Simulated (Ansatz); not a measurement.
# SiH₃Cl (built from SMILES [SiH3]Cl): single points off equilibrium

Aim: energy, forces and dipole at a displaced guess of a reacting structure, from CCSD(T) and from density functionals.

Method: single points in def2-TZVPP; program: Ansatz 0.2.0, Gaussian basis.

Correlated methods freeze the cores.

## Step 1: The starting structure

5 atoms, charge 0, spin multiplicity 1.

Atoms are counted from 1 here; the program's logs count them from 0.

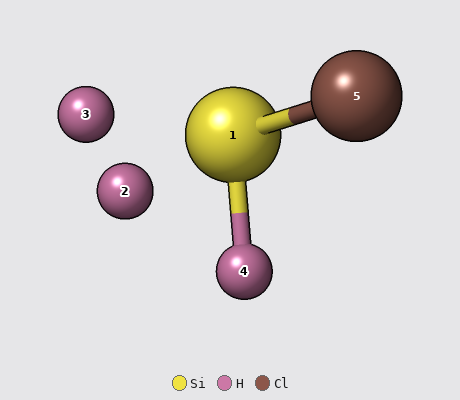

As it starts; silicon yellow, hydrogen pink, chlorine brown; atoms are numbered from 1 in the order of the file.

Geometry (Å):

```xyz
5
charge 0, multiplicity 1
Si   -0.6400    0.0242    0.6344
H     0.4755   -0.6767   -0.7680
H     0.5213   -1.3283   -0.0538
H    -1.2187    0.5012   -0.5970
Cl    0.8523    1.4095    0.7957
```

## Step 2: CCSD(T)/def2-TZVPP

Contents of run/in.yaml:

```yaml
crystal:
  periodic: [false, false, false]
  atoms:
    - {symbol: Si, position_ang: [-0.640000, 0.024200, 0.634400]}
    - {symbol: H, position_ang: [0.475500, -0.676700, -0.768000]}
    - {symbol: H, position_ang: [0.521300, -1.328300, -0.053800]}
    - {symbol: H, position_ang: [-1.218700, 0.501200, -0.597000]}
    - {symbol: Cl, position_ang: [0.852300, 1.409500, 0.795700]}
basis:
  gaussian: {orbitals: def2-TZVPP}
correlation: {method: ccsd_t}
output: {forces: true}
```

The command line of these runs was not kept.

## Step 3: PBE0-D4/def2-TZVPP

Changes to run/in.yaml since step 2:

```diff
@@ -10,3 +10,3 @@
   gaussian: {orbitals: def2-TZVPP}
-correlation: {method: ccsd_t}
-output: {forces: true}
+hamiltonian: {xc: pbe0, dispersion: d4}
+output: {forces: true, orbitals: {seedname: orbitals}}
```

## Step 4: wB97M-V/def2-TZVPP

Changes to run/in.yaml since step 3:

```diff
@@ -10,3 +10,3 @@
   gaussian: {orbitals: def2-TZVPP}
-hamiltonian: {xc: pbe0, dispersion: d4}
-output: {forces: true, orbitals: {seedname: orbitals}}
+hamiltonian: {xc: {name: wB97M-V}}
+output: {forces: true}
```

## Step 5: r2SCAN-D4/def2-TZVPP

Changes to run/in.yaml since step 4:

```diff
@@ -10,3 +10,3 @@
   gaussian: {orbitals: def2-TZVPP}
-hamiltonian: {xc: {name: wB97M-V}}
+hamiltonian: {xc: r2scan, dispersion: d4}
 output: {forces: true}
```

## Step 6: PBE-D4/def2-TZVPP

Changes to run/in.yaml since step 5:

```diff
@@ -10,3 +10,3 @@
   gaussian: {orbitals: def2-TZVPP}
-hamiltonian: {xc: r2scan, dispersion: d4}
+hamiltonian: {xc: pbe, dispersion: d4}
 output: {forces: true}
```

## Step 7: r2SCANh-D4/def2-TZVPP

Changes to run/in.yaml since step 6:

```diff
@@ -10,3 +10,3 @@
   gaussian: {orbitals: def2-TZVPP}
-hamiltonian: {xc: pbe, dispersion: d4}
+hamiltonian: {xc: {name: r2SCANh}, dispersion: d4}
 output: {forces: true}
```

## Step 8: wB97X-V/def2-TZVPP

Changes to run/in.yaml since step 7:

```diff
@@ -10,3 +10,3 @@
   gaussian: {orbitals: def2-TZVPP}
-hamiltonian: {xc: {name: r2SCANh}, dispersion: d4}
+hamiltonian: {xc: {name: wB97X-V}}
 output: {forces: true}
```

(Steps that only read results are left out.)

Before running it: what results should come out? Wanted: energy less free atoms, CCSD(T)/def2-TZVPP; RMS force component; RMS force error; HOMO and LUMO, PBE0-D4; T1 diagnostic.

The runs gave:

| quantity | value |
| --- | --- |
| energy less free atoms, CCSD(T)/def2-TZVPP | -267.4 kcal/mol |
| RMS force component | 1.133 to 1.251 eV/Å over the methods |
| RMS force error | PBE0-D4 0.146, wB97M-V 0.023, r2SCAN-D4 0.189, PBE-D4 0.270, r2SCANh-D4 0.159, wB97X-V 0.050 eV/Å |
| HOMO and LUMO, PBE0-D4 | -6.67 and -1.38 eV |
| T1 diagnostic | 0.012 |

Against CCSD(T) the functionals' energies less atoms differ by -12.2 to -6.2 kcal/mol, PBE-D4 by -10.7 kcal/mol. A larger basis would deepen the CCSD(T) value, while the functionals are nearly converged already, so the order here is not reliable. For forces wB97M-V does best and PBE-D4 worst. Frozen-core CCSD(T) forces in triple zeta carry basis errors of their own, and this is one geometry, so small gaps rank nothing.
